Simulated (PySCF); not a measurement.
**Geometry relaxation of GeSiNH$_{5}$S**

System: GeSiNH$_{5}$S, multiplicity 3.
Method: PBE0-D3(BJ)/def2-SVP geometry optimisation, gas phase (PySCF 2.14.0).

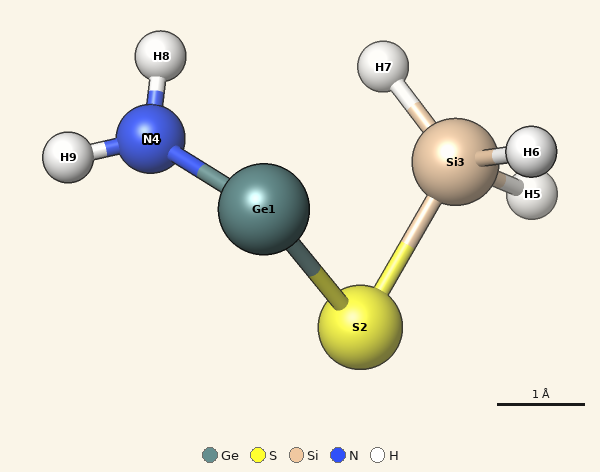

Fig. 1: The input geometry (ball-and-stick view, seen at a tilt; atoms are numbered from 1 in the order of the input). Sticks mark near contacts. Bond lengths as drawn: Ge–N 1.90 Å, Ge–S 2.39 Å, H–N 0.98 to 1.02 Å, H–Si 1.45 to 1.48 Å and S–Si 2.20 Å.

### Summary

- outcome: converged
- total energy: −2821.327329 hartree
- ⟨S²⟩: 2.006
- dipole moment: 2.69 D
- point group: C1
- hardware: 1 CPU thread, shared host
- wall time: 95 s
- peak memory: 0.54 GiB

### Input
```
{"job": {"xc": "PBE0", "basis": "def2-SVP", "d3": "d3bj", "grid": 2, "kind": "geom", "shake": 0.01}, "charge": 0, "multiplicity": 3}
Ge     0.880494    -1.398668     0.010328
S     -0.616884    -0.683093     1.724880
Si    -1.551322     0.094356    -0.109032
N      2.020457     0.124289    -0.056040
H     -2.646722     0.822653     0.546645
H     -2.184265    -0.994787    -0.819846
H     -0.739301     1.151747    -0.747381
H      1.925088     0.824523    -0.785895
H      2.956704     0.035832     0.227791
```

The first line tells a small driver script what to run in PySCF; the rest is the geometry in Å.

Launch command:
```bash
OMP_NUM_THREADS=1 python <driver script> task.json out
```

### The program's output
```
step   0  E = -2821.30507053  max force = 0.037807
step   1  E = -2821.31542572  max force = 0.028871
step   2  E = -2821.32390649  max force = 0.013502
step   3  E = -2821.32698518  max force = 0.005404
step   4  E = -2821.32723275  max force = 0.001530
step   5  E = -2821.32731294  max force = 0.000645
step   6  E = -2821.32732432  max force = 0.000580
step   7  E = -2821.32732921  max force = 0.000241
optimisation converged
```

### Trajectory as extended XYZ (Å, eV, eV/Å), 8 frames, from step=0 to step=7
```
9
Properties=species:S:1:pos:R:3:forces:R:3 step=0 energy=-76771.62135
Ge    0.8805   -1.3987    0.0103    0.3956   1.0506   0.8953
S    -0.6169   -0.6831    1.7249    0.3399  -0.4518  -1.2220
Si   -1.5513    0.0944   -0.1090    0.1319   0.2113   1.9004
N     2.0205    0.1243   -0.0560   -1.9441  -0.5374  -0.5080
H    -2.6467    0.8226    0.5466   -0.6406   0.4726   0.0267
H    -2.1843   -0.9948   -0.8198   -0.1804  -0.4625  -0.8656
H    -0.7393    1.1518   -0.7474    0.1857  -0.0364  -0.5109
H     1.9251    0.8245   -0.7859   -0.0381  -0.0240  -0.1733
H     2.9567    0.0358    0.2278    1.7502  -0.2224   0.4575
9
Properties=species:S:1:pos:R:3:forces:R:3 step=1 energy=-76771.90313
Ge    0.9519   -1.3570    0.0838    0.1389   0.8634   0.6876
S    -0.6480   -0.6963    1.6983    0.3872  -0.3231  -1.0822
Si   -1.6373    0.1114   -0.0763   -0.1144   0.1493   1.4846
N     2.1143    0.1170   -0.0689   -0.7365  -0.3799  -0.0965
H    -2.7854    0.8042    0.5622   -0.3514   0.2363  -0.0216
H    -2.2176   -0.9742   -0.8702    0.0275  -0.2046  -0.5907
H    -0.8456    1.1943   -0.7110    0.1496  -0.1175  -0.3875
H     2.0416    0.7574   -0.8565   -0.0141  -0.1142  -0.0969
H     3.0703    0.0200    0.2300    0.5132  -0.1098   0.1032
9
Properties=species:S:1:pos:R:3:forces:R:3 step=2 energy=-76772.13391
Ge    1.0289   -1.3035    0.1611   -0.2503   0.2788   0.4620
S    -0.6489   -0.7356    1.6594    0.2092  -0.1438  -0.6943
Si   -1.7197    0.1307   -0.0218   -0.2711   0.0665   0.6911
N     2.1696    0.1371   -0.0617    0.0867  -0.0149  -0.0501
H    -2.9231    0.8072    0.5806    0.0642  -0.0402  -0.0581
H    -2.2201   -0.9319   -0.9370    0.1133   0.0668  -0.1598
H    -0.9129    1.2012   -0.6798    0.0289  -0.1282  -0.1582
H     2.1336    0.6498   -0.9403   -0.0251  -0.0614  -0.0638
H     3.1368    0.0218    0.2309    0.0442  -0.0235   0.0311
9
Properties=species:S:1:pos:R:3:forces:R:3 step=3 energy=-76772.21768
Ge    1.0853   -1.2196    0.2323   -0.0603  -0.1625  -0.0017
S    -0.6515   -0.7486    1.5820   -0.0343  -0.0120   0.1264
Si   -1.8316    0.1468    0.0256   -0.0909   0.0653  -0.2197
N     2.2659    0.1648   -0.0698    0.2779   0.1204  -0.0499
H    -3.0588    0.7550    0.6392    0.0850  -0.0624   0.0304
H    -2.2411   -0.8643   -0.9967   -0.0176   0.0087   0.0639
H    -1.0510    1.2159   -0.6678   -0.0201   0.0305   0.0317
H     2.3109    0.4972   -1.0319   -0.0268  -0.0014  -0.0005
H     3.2161    0.0296    0.2786   -0.1129   0.0133   0.0192
9
Properties=species:S:1:pos:R:3:forces:R:3 step=4 energy=-76772.22442
Ge    1.0956   -1.2183    0.2246    0.0018  -0.0161   0.0060
S    -0.6502   -0.7314    1.5688    0.0004   0.0083  -0.0073
Si   -1.8527    0.1500    0.0138   -0.0366   0.0326  -0.0787
N     2.2999    0.1582   -0.0712    0.0622   0.0218  -0.0111
H    -3.0688    0.7355    0.6627    0.0277  -0.0267   0.0217
H    -2.2773   -0.8680   -0.9934    0.0071   0.0037   0.0326
H    -1.1038    1.2375   -0.6863   -0.0070  -0.0045   0.0216
H     2.3634    0.4870   -1.0335   -0.0055  -0.0139   0.0100
H     3.2379    0.0263    0.3059   -0.0501  -0.0052   0.0051
9
Properties=species:S:1:pos:R:3:forces:R:3 step=5 energy=-76772.22660
Ge    1.1065   -1.2035    0.2129    0.0004  -0.0039   0.0062
S    -0.6443   -0.7040    1.5456    0.0151   0.0135  -0.0267
Si   -1.8814    0.1564    0.0043    0.0027   0.0025   0.0046
N     2.3374    0.1543   -0.0692   -0.0332  -0.0032  -0.0013
H    -3.0898    0.7088    0.6903   -0.0125   0.0012   0.0048
H    -2.3060   -0.8716   -0.9901    0.0051  -0.0030   0.0006
H    -1.1689    1.2614   -0.7036    0.0007  -0.0028   0.0056
H     2.4303    0.4649   -1.0346    0.0090   0.0028  -0.0012
H     3.2604    0.0102    0.3359    0.0127  -0.0070   0.0073
9
Properties=species:S:1:pos:R:3:forces:R:3 step=6 energy=-76772.22691
Ge    1.1084   -1.1965    0.2051    0.0039  -0.0032  -0.0010
S    -0.6393   -0.6868    1.5357    0.0092   0.0108  -0.0096
Si   -1.8945    0.1603    0.0021    0.0045  -0.0040   0.0155
N     2.3540    0.1500   -0.0672   -0.0298  -0.0060   0.0019
H    -3.1039    0.6974    0.6988   -0.0084   0.0023  -0.0036
H    -2.3131   -0.8740   -0.9880    0.0012  -0.0011  -0.0053
H    -1.1985    1.2725   -0.7101    0.0002   0.0022   0.0002
H     2.4596    0.4588   -1.0319    0.0083   0.0030   0.0015
H     3.2714   -0.0049    0.3469    0.0109  -0.0040   0.0005
9
Properties=species:S:1:pos:R:3:forces:R:3 step=7 energy=-76772.22704
Ge    1.1072   -1.1918    0.1983   -0.0017  -0.0041  -0.0027
S    -0.6344   -0.6695    1.5305    0.0007   0.0054   0.0018
Si   -1.9033    0.1646    0.0013    0.0031  -0.0053   0.0124
N     2.3659    0.1438   -0.0646   -0.0065  -0.0033   0.0031
H    -3.1171    0.6883    0.7012   -0.0016   0.0010  -0.0047
H    -2.3130   -0.8751   -0.9870    0.0001   0.0015  -0.0056
H    -1.2211    1.2839   -0.7130   -0.0004   0.0032  -0.0021
H     2.4798    0.4559   -1.0274    0.0024   0.0021   0.0000
H     3.2801   -0.0233    0.3521    0.0039  -0.0005  -0.0021
```

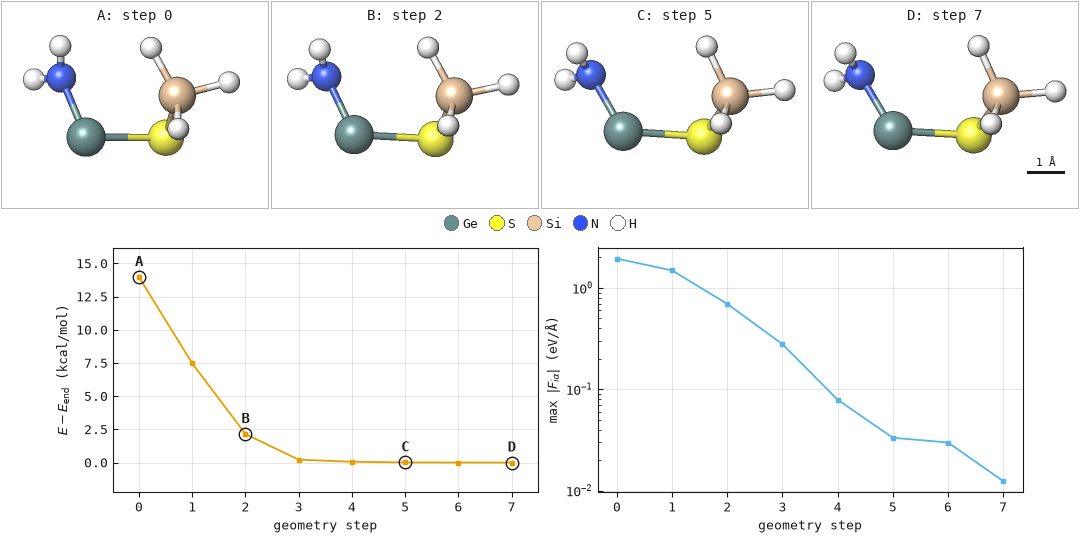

Fig. 2: Frames of the relaxation (ball-and-stick view, seen at a tilt) above the curves, on which the letters mark them (steps are counted from 0).

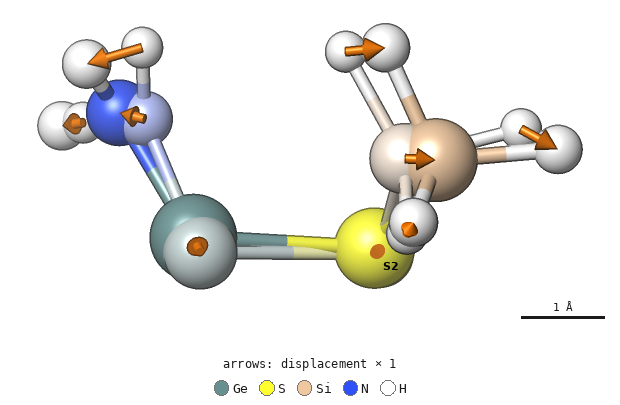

Fig. 3: Start (faint) and end (solid) with the displacements as orange arrows, at true length (ball-and-stick view, seen at a tilt). The two geometries are laid on each other by the best rigid fit. Over 7 geometry steps the energy falls by 14.0 kcal/mol. The largest force component goes from 1.9 to 0.012 eV/Å. H8 moves most after the best rigid fit: 0.70 Å. Largest moves by element: H 0.70 Å, Si 0.38 Å, Ge 0.36 Å, N 0.35 Å, S 0.19 Å. Distances before and after: Ge1–S2 2.386 → 2.254 Å, Ge1–N4 1.904 → 1.854 Å, Si3–H6 1.446 → 1.492 Å, S2–Si3 2.200 → 2.155 Å. Among the angles that change: Ge1–S2–Si3 76.9° → 97.2°, S2–Ge1–N4 99.3° → 116.2°, H6–Si3–H7 124.5° → 109.3°. (Atoms are counted from 1 in the order of the input.)
